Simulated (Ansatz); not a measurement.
## Ge wire along [100], 69 atoms a period, H-terminated: bands by functional

Wanted: the relaxed geometry and the bands of the Ge wire along [100], 69 atoms a period, H-terminated.

Method: DFT PBE, plane waves, PAW; relaxation of a wire's period; PAW set soft_1, in the first sound run; inputs show where later runs differ, in Ansatz 0.2.0.

### 1. The starting structure

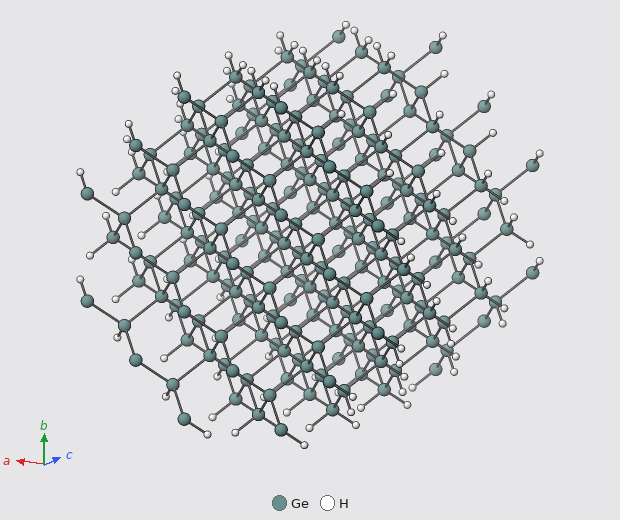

Start, viewed at a slant to the c axis; germanium teal, hydrogen white. 1×1×3 cells are drawn. Some periodic images of atoms are drawn too.

The cell holds 105 atoms: 69 Ge and 36 H. Its edges and angles: a = 25.881 Å, b = 25.881 Å, c = 5.760 Å, α = 90.0°, β = 90.0°, γ = 90.0°. Vacuum lies along a and b. The structure's axis is c.

### 2. Relaxing the period

Band widths follow the bond lengths, so the wire is relaxed first. The atoms and the third cell vector are free; the box across stays fixed as vacuum. A Fermi-Dirac smearing is set since the result may be a metal. The pressure printed is a third of the stress's trace over the whole box, vacuum included; only the stress along the axis is relaxed.

Contents of input.yaml:

```yaml
crystal:
  lattice:
    - [25.881, 0.0, 0.0]
    - [0.0, 25.881, 0.0]
    - [0.0, 0.0, 5.76]
  atoms:
    - { symbol: Ge, position: [0.166170798, 0.388727886, 0.0] }
    - { symbol: Ge, position: [0.166170798, 0.611284974, 0.0] }
    - { symbol: Ge, position: [0.277449342, 0.277449342, 0.0] }
    - { symbol: Ge, position: [0.277449342, 0.50000643, 0.0] }
    - { symbol: Ge, position: [0.277449342, 0.722563518, 0.0] }
    - { symbol: Ge, position: [0.388727886, 0.166170798, 0.0] }
    - { symbol: Ge, position: [0.388727886, 0.388727886, 0.0] }
    - { symbol: Ge, position: [0.388727886, 0.611284974, 0.0] }
    - { symbol: Ge, position: [0.388727886, 0.833842063, 0.0] }
    - { symbol: Ge, position: [0.50000643, 0.277449342, 0.0] }
    - { symbol: Ge, position: [0.50000643, 0.50000643, 0.0] }
    - { symbol: Ge, position: [0.50000643, 0.722563518, 0.0] }
    - { symbol: Ge, position: [0.611284974, 0.166170798, 0.0] }
    - { symbol: Ge, position: [0.611284974, 0.388727886, 0.0] }
    - { symbol: Ge, position: [0.611284974, 0.611284974, 0.0] }
    - { symbol: Ge, position: [0.611284974, 0.833842063, 0.0] }
    - { symbol: Ge, position: [0.722563518, 0.277449342, 0.0] }
    - { symbol: Ge, position: [0.722563518, 0.50000643, 0.0] }
    - { symbol: Ge, position: [0.722563518, 0.722563518, 0.0] }
    - { symbol: Ge, position: [0.833842063, 0.388727886, 0.0] }
    - { symbol: Ge, position: [0.833842063, 0.611284974, 0.0] }
    - { symbol: H, position: [0.131370503, 0.353927592, 0.156365698] }
    - { symbol: H, position: [0.131370503, 0.57648468, 0.156365698] }
    - { symbol: H, position: [0.242649048, 0.242649048, 0.156365698] }
    - { symbol: H, position: [0.353927592, 0.131370503, 0.156365698] }
    - { symbol: H, position: [0.423528181, 0.868642357, 0.156365698] }
    - { symbol: H, position: [0.57648468, 0.131370503, 0.156365698] }
    - { symbol: H, position: [0.646085269, 0.868642357, 0.156365698] }
    - { symbol: H, position: [0.757363813, 0.757363813, 0.156365698] }
    - { symbol: H, position: [0.868642357, 0.423528181, 0.156365698] }
[... 69 atom lines left out ...]
    - { symbol: H, position: [0.423528181, 0.131370503, 0.843634302] }
    - { symbol: H, position: [0.57648468, 0.868642357, 0.843634302] }
    - { symbol: H, position: [0.646085269, 0.131370503, 0.843634302] }
    - { symbol: H, position: [0.757363813, 0.242649048, 0.843634302] }
    - { symbol: H, position: [0.868642357, 0.353927592, 0.843634302] }
    - { symbol: H, position: [0.868642357, 0.57648468, 0.843634302] }
kpoints:
  mp_grid: { grid: [1, 1, 14] }
scf:
  occupations: { method: fermi_dirac, width: 0.05 }
hamiltonian:
  xc: pbe
  pseudopotentials: { kind: paw, azcp: { folder: soft_1 } }
relax:
  cell: { fix: [a, b, alpha, beta, gamma] }
  max_steps: 45
  f_tol: 0.03
```

Started as:

```
ansatz run input.yaml --threads 16 --pin off --max-ram 61440MiB --backend cuda --events-out ev --progress --plain --runs-dir out --max-vram 78GiB
```

Numbers of over 12 decimals in the logs are rounded to 6 here.

The log of the run:

```text
Engine: ansatz 0.2.0, aarch64-unknown-linux-gnu
Pseudopotentials: kind: paw
Pseudopotential: Ge, paw, valence charge 14, recommended cutoff 420 eV (normal), soft_1/Ge.paw.azcp
Pseudopotential: H, paw, valence charge 1, recommended cutoff 420 eV (normal), soft_1/H.paw.azcp
Functional definition: PBE
  parameter kappa = 0.804
  parameter beta = 0.066725
  exchange = pbe_x(kappa = kappa, mu = beta*pi^2/3)
  correlation = pbe_c(beta = beta)
[...]
Crystal: 105 atoms, lattice volume = 3858.199 Å³
Basis set: ecut = 420 eV, 75455 PW (Γ), exchange–correlation on 360×360×80 points (8 copies of the dense FFT grid, shifted against one another)
Bands: 606, of which v1, the nominal top of the filled ones, is band 501 counted from 1 (500 counted from 0)
Symmetry: 8 space group operations
Space group: P-42m (ITA 111), of the structure as read, at distance tolerance 1.6e-4 Å
k-points: 8 of 14
Non-local potential: Ge, projectors of the file, l = 0: 2, l = 1: 2, l = 2: 3, l = 3: 1
Non-local potential: H, projectors of the file, l = 0: 2, l = 1: 1
PAW form: soft (Blöchl's): semilocal exchange-correlation on the pseudo side does not see the compensation charge
PAW one-centre angular grid: Ge, 590 points (default); XC on 64 Gauss nodes
PAW one-centre angular grid: H, 110 points (default); XC on 64 Gauss nodes
Initial density: superposition of atomic densities (neutral atoms: chi_scale 0, normalization atom)
Initial wavefunctions: pseudopotential atomic-orbital guess
[...]
Functional: x = pbe(κ = 0.804, μ = 0.219515), c = pbe(β = 0.066725)
SCF iter   1: F=—  HF=-296925.299483 eV  |F-HF|=—  |Δ(HF+E_count)|=         —  Δρ=3.46e-2  dr2=3.88e1  ethr=3.10e-3  ⟨swp⟩=6.0  Hψ=23475  notcnv=0  defer=157
preconditioner: auto → Resta (q_TF=auto, 2.179 Å⁻¹)  ε∞=1.8  [insulator: Δε(μ)=1.054 eV  Ē_g=21.754 eV  σ=0.050 eV  W_gap=1.00  n_scr=618 (ndim 8)  ℏωp=18.9 eV  f_vac=0.468  D(μ)=0.00/eV (n_scr^D=0)  ε∞_Penn≈1.8  vacuum switching on, ρ_ref=3.4e-2 e/Å³]
SCF iter   2: F=—  HF=-296918.222044 eV  |F-HF|=—  |Δ(HF+E_count)|=    7.08e0  Δρ=1.61e-2  dr2=1.16e1  ethr=3.10e-3  ⟨swp⟩=2.0  Hψ=6420  notcnv=0  defer=716
[...]
SCF iter  12: F=-296916.171772 eV  HF=-296916.171772 eV  |F-HF|=5.30e-9  |Δ(HF+E_count)|=   1.67e-7  Δρ=8.10e-7  dr2=1.62e-8  ethr=9.98e-12  ⟨swp⟩=4.0  Hψ=13941  notcnv=0
SCF 1 converged in 12 iterations: F = -296916.171772 eV  dr2 = 1.62e-8
  greatest PAW one-centre occupation: 0.998 electrons in one spin orbital (limit 2), on the Ge atom at site 55 (counted from 0), in its partial waves of l = 2
relax step   1: F+E_penalty+E_count = -296916.17177204 eV  Δ(F+E_penalty+E_count) = +0.000e0 eV  max|allowed force component| = 2.909e-1 eV/Å  Δτ_max = 0.0000 Å  P = -0.262 GPa  Ω = 3858.199 Å³  fix = [a, b, alpha, beta, gamma]  reactions: a -0.327, b -0.327 GPa  (12 SCF iters, dr2 threshold 1.00e-7 eV, accepted)
[...]
Crystal: 105 atoms, lattice volume = 3877.497 Å³
Basis set: ecut = 420 eV, 75863 PW (Γ), exchange–correlation on 360×360×80 points (8 copies of the dense FFT grid, shifted against one another)
[...]
iter 1 solved again at ethr=9.91e-5 eV; its pass at ethr=3.10e-3 eV (dr2=9.93e-1 eV) is discarded
SCF iter   1: F=—  HF=-296916.964160 eV  |F-HF|=—  |Δ(HF+E_count)|=         —  Δρ=7.17e-3  dr2=1.00e0  ethr=9.91e-5  ⟨swp⟩=7.4  Hψ=24259  notcnv=0  defer=5
preconditioner: auto → Resta (q_TF=auto, 2.177 Å⁻¹)  ε∞=1.7  [insulator: Δε(μ)=1.276 eV  Ē_g=21.798 eV  σ=0.050 eV  W_gap=1.00  n_scr=620 (ndim 8)  ℏωp=18.9 eV  f_vac=0.502  D(μ)=0.00/eV (n_scr^D=0)  ε∞_Penn≈1.7  vacuum switching on, ρ_ref=3.4e-2 e/Å³]
SCF iter   2: F=—  HF=-296916.840825 eV  |F-HF|=—  |Δ(HF+E_count)|=   1.23e-1  Δρ=3.50e-3  dr2=2.54e-1  ethr=9.91e-5  ⟨swp⟩=4.0  Hψ=6872  notcnv=0  defer=160
[...]
SCF iter   8: F=-296916.823514 eV  HF=-296916.823516 eV  |F-HF|=2.28e-6  |Δ(HF+E_count)|=   5.38e-6  Δρ=4.89e-6  dr2=3.28e-6  ethr=5.28e-10  ⟨swp⟩=4.1  Hψ=13929  notcnv=0
SCF 2 converged in 8 iterations: F = -296916.823514 eV  dr2 = 3.28e-6
  greatest PAW one-centre occupation: 0.998 electrons in one spin orbital (limit 2), on the Ge atom at site 70 (counted from 0), in its partial waves of l = 2
relax step   2: F+E_penalty+E_count = -296916.82351374 eV  Δ(F+E_penalty+E_count) = -6.517e-1 eV  max|allowed force component| = 1.569e-1 eV/Å  Δτ_max = 0.1948 Å  P = -0.161 GPa  Ω = 3877.497 Å³  energy of the carried Pulay correction = -3.209e-3 eV  fix = [a, b, alpha, beta, gamma]  reactions: a -0.159, b -0.159 GPa  (8 SCF iters, dr2 threshold 5.29e-6 eV, accepted)
[...]
relax step   3: F+E_penalty+E_count = -296916.99736673 eV  Δ(F+E_penalty+E_count) = -1.739e-1 eV  max|allowed force component| = 1.127e-1 eV/Å  Δτ_max = 0.0942 Å  P = -0.062 GPa  Ω = 3873.882 Å³  energy of the carried Pulay correction = -2.609e-3 eV  fix = [a, b, alpha, beta, gamma]  reactions: a -0.064, b -0.064 GPa  (8 SCF iters, dr2 threshold 1.54e-6 eV, accepted)
[...]
relax step   4: F+E_penalty+E_count = -296917.21216452 eV  Δ(F+E_penalty+E_count) = -2.148e-1 eV  max|allowed force component| = 1.312e-1 eV/Å  Δτ_max = 0.1939 Å  P = -0.015 GPa  Ω = 3869.460 Å³  energy of the carried Pulay correction = -1.875e-3 eV  fix = [a, b, alpha, beta, gamma]  reactions: a -0.008, b -0.008 GPa  (9 SCF iters, dr2 threshold 7.94e-7 eV, accepted)
[...]
relax step   5: F+E_penalty+E_count = -296917.30502129 eV  Δ(F+E_penalty+E_count) = -9.286e-2 eV  max|allowed force component| = 8.155e-2 eV/Å  Δτ_max = 0.2000 Å  P = -0.014 GPa  Ω = 3871.528 Å³  energy of the carried Pulay correction = -2.218e-3 eV  fix = [a, b, alpha, beta, gamma]  reactions: a -0.010, b -0.010 GPa  (9 SCF iters, dr2 threshold 1.08e-6 eV, accepted)
[...]
relax step   6: F+E_penalty+E_count = -296917.33419353 eV  Δ(F+E_penalty+E_count) = -2.917e-2 eV  max|allowed force component| = 2.947e-2 eV/Å  Δτ_max = 0.0687 Å  P = -0.007 GPa  Ω = 3868.594 Å³  energy of the carried Pulay correction = -1.731e-3 eV  fix = [a, b, alpha, beta, gamma]  reactions: a -0.006, b -0.006 GPa  (8 SCF iters, dr2 threshold 4.16e-7 eV, accepted)
[...]
relax step   7: F+E_penalty+E_count = -296917.33616693 eV  Δ(F+E_penalty+E_count) = -1.973e-3 eV  max|allowed force component| = 2.939e-2 eV/Å  Δτ_max = 0.0000 Å  P = -0.006 GPa  Ω = 3868.594 Å³  fix = [a, b, alpha, beta, gamma]  reactions: a -0.006, b -0.006 GPa  stress off target by 7.21e-3 GPa on what of the cell is left free  SCF on the basis re-selected at this cell (its energy is not comparable with the rows above)  (8 SCF iters)
[...]
- { symbol: Ge, position: [0.777430, 0.555576, 0.252321] }
    - { symbol: H, position: [0.132788, 0.533892, 0.347446] }
    - { symbol: H, position: [0.466108, 0.867212, 0.347446] }
    - { symbol: H, position: [0.533892, 0.132788, 0.347446] }
    - { symbol: H, position: [0.867212, 0.466108, 0.347446] }
    - { symbol: H, position: [0.188927, 0.700887, 0.394430] }
    - { symbol: H, position: [0.299113, 0.811073, 0.394430] }
    - { symbol: H, position: [0.700887, 0.188927, 0.394430] }
    - { symbol: H, position: [0.811073, 0.299113, 0.394430] }
    - { symbol: Ge, position: [0.168357, 0.5, 0.500000] }
    - { symbol: Ge, position: [0.277880, 0.389525, 0.503199] }
    - { symbol: Ge, position: [0.277880, 0.610475, 0.496801] }
    - { symbol: Ge, position: [0.389525, 0.277880, 0.503199] }
    - { symbol: Ge, position: [0.388809, 0.5, 0.500000] }
    - { symbol: Ge, position: [0.389525, 0.722120, 0.496801] }
    - { symbol: Ge, position: [0.5, 0.168357, 0.500000] }
    - { symbol: Ge, position: [0.5, 0.388809, 0.500000] }
    - { symbol: Ge, position: [0.5, 0.611191, 0.500000] }
    - { symbol: Ge, position: [0.5, 0.831643, 0.500000] }
    - { symbol: Ge, position: [0.610475, 0.277880, 0.496801] }
    - { symbol: Ge, position: [0.611191, 0.5, 0.500000] }
    - { symbol: Ge, position: [0.610475, 0.722120, 0.503199] }
    - { symbol: Ge, position: [0.722120, 0.389525, 0.496801] }
    - { symbol: Ge, position: [0.722120, 0.610475, 0.503199] }
    - { symbol: Ge, position: [0.831643, 0.5, 0.500000] }
    - { symbol: H, position: [0.188927, 0.299113, 0.605570] }
    - { symbol: H, position: [0.299113, 0.188927, 0.605570] }
    - { symbol: H, position: [0.700887, 0.811073, 0.605570] }
    - { symbol: H, position: [0.811073, 0.700887, 0.605570] }
    - { symbol: H, position: [0.132788, 0.466108, 0.652554] }
    - { symbol: H, position: [0.466108, 0.132788, 0.652554] }
    - { symbol: H, position: [0.533892, 0.867212, 0.652554] }
    - { symbol: H, position: [0.867212, 0.533892, 0.652554] }
    - { symbol: Ge, position: [0.223558, 0.334801, 0.757001] }
    - { symbol: Ge, position: [0.222570, 0.555576, 0.747679] }
    - { symbol: Ge, position: [0.334801, 0.223558, 0.757001] }
    - { symbol: Ge, position: [0.333483, 0.444520, 0.752114] }
    - { symbol: Ge, position: [0.333369, 0.666631, 0.745194] }
    - { symbol: Ge, position: [0.444520, 0.333483, 0.752114] }
    - { symbol: Ge, position: [0.444492, 0.555508, 0.749084] }
    - { symbol: Ge, position: [0.444424, 0.777430, 0.747679] }
    - { symbol: Ge, position: [0.555576, 0.222570, 0.747679] }
    - { symbol: Ge, position: [0.555508, 0.444492, 0.749084] }
    - { symbol: Ge, position: [0.555480, 0.666517, 0.752114] }
    - { symbol: Ge, position: [0.666631, 0.333369, 0.745194] }
    - { symbol: Ge, position: [0.666517, 0.555480, 0.752114] }
    - { symbol: Ge, position: [0.665199, 0.776442, 0.757001] }
    - { symbol: Ge, position: [0.777430, 0.444424, 0.747679] }
    - { symbol: Ge, position: [0.776442, 0.665199, 0.757001] }
    - { symbol: H, position: [0.121905, 0.408276, 0.920528] }
    - { symbol: H, position: [0.148565, 0.657815, 0.789121] }
    - { symbol: H, position: [0.244501, 0.755499, 0.851991] }
    - { symbol: H, position: [0.342185, 0.851435, 0.789121] }
    - { symbol: H, position: [0.408276, 0.121905, 0.920528] }
    - { symbol: H, position: [0.591724, 0.878095, 0.920528] }
    - { symbol: H, position: [0.657815, 0.148565, 0.789121] }
    - { symbol: H, position: [0.755499, 0.244501, 0.851991] }
    - { symbol: H, position: [0.851435, 0.342185, 0.789121] }
    - { symbol: H, position: [0.878095, 0.591724, 0.920528] }
```

The job ended after 46 s (1 × NVIDIA GB200 with 16 threads of Arm Neoverse V2, shared host; peak memory 2.2 GiB; 3.4 min of CPU time).

Relaxation path:

| step | energy less that of the first step (eV) | largest force component (eV/Å) | pressure (GPa) | volume (Å³) |
| --- | --- | --- | --- | --- |
| 1 | 0.0000 | 0.2909 | -0.26 | 3858.20 |
| 2 | -0.6517 | 0.1569 | -0.16 | 3877.50 |
| 3 | -0.8256 | 0.1127 | -0.06 | 3873.88 |
| 4 | -1.0404 | 0.1312 | -0.01 | 3869.46 |
| 5 | -1.1332 | 0.0816 | -0.01 | 3871.53 |
| 6 | -1.1624 | 0.0295 | -0.01 | 3868.59 |
| 7 | -1.1644 | 0.0294 | -0.01 | 3868.59 |

The run keeps the 8 symmetry operations that it works with, so distortions that break them were not tested.

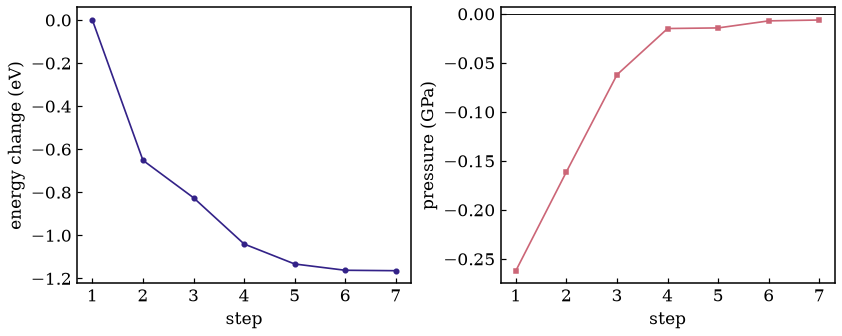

Energy and pressure along the relaxation.

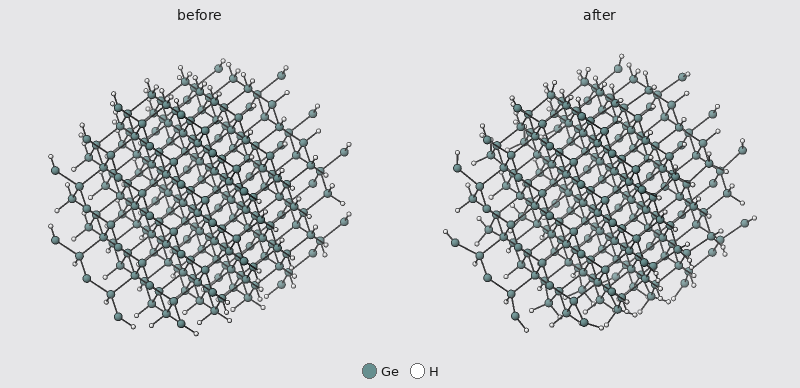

Before and after, at one scale.

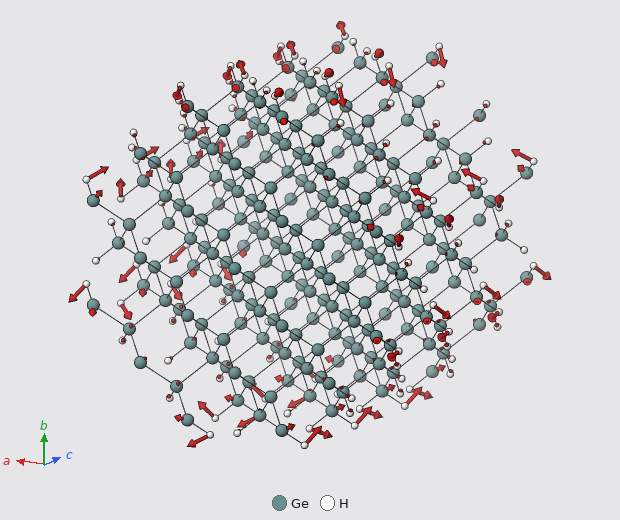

Displacements in the relaxation, exaggerated, measured against the changing cell; the longest in the cell stands for 0.64 Å. 1×1×3 cells are drawn. Some periodic images of atoms are drawn too.

```
cell as run  before  after  change
      c (Å)   5.760  5.776  +0.3 %
```

The atoms that moved most (Å, along periodic axes as changes of fractional coordinates times the final cell, across vacuum about the mean position):

```
atom      dx      dy      dz  length
 H26  -0.395   0.245  -0.444   0.643
 H30   0.245  -0.395  -0.444   0.643
H100  -0.395  -0.245   0.444   0.643
 H96  -0.245  -0.395   0.444   0.643
H105   0.245   0.395   0.444   0.643
H101   0.395   0.245   0.444   0.643
 H23  -0.245   0.395  -0.444   0.643
 H27   0.395  -0.245  -0.444   0.643
```

Numbers from this step:

```
cell length along the wire : 5.776 Å
```

The cell's length comes to 5.776 Å with spin left out.

(Continued in part 2 of 2.)

[Logs are printed without paths, hosts, clocks, repeated set-up lines and the standing remarks that a program may print on its own settings, such as how far it seeks lower states.]

[Hosts, paths, dates, database ids (printed as entryN), source tags and the programs' standing remarks are cut or masked in the printed files.]
